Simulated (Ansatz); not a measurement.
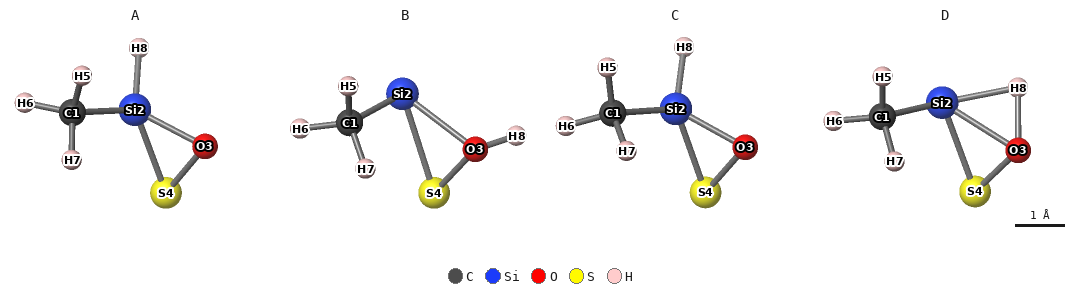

4 geometries from a converged minimum-energy path of CH4OSSi, shuffled. A ball-and-stick model, seen from a free direction.

Computed with RKS BHLYP-D4/def2-SVPD (Ansatz). Run with 5 movable images; climbing image; force threshold 0.05 eV/Å; iteration limit 60; starting path through a guess of the saddle point.

Which of them lies highest in energy?

Answer. D. In order along the path, whose images run from 0 to 6: A (image 0, 0.00 eV), C (image 1, +0.02 eV), D (image 3, +2.89 eV), B (image 6, +1.24 eV). A hydrogen atom shifts from one atom to another. Breaking: Si2–H8 (1.47 → 1.60 at the top → 2.52 Å). Forming: O3–H8 (2.66 → 1.35 at the top → 0.96 Å).

Cost: 65 s on 2 threads of AMD EPYC 9B45 (Zen 5), on a shared host, peak memory 0.31 GiB.
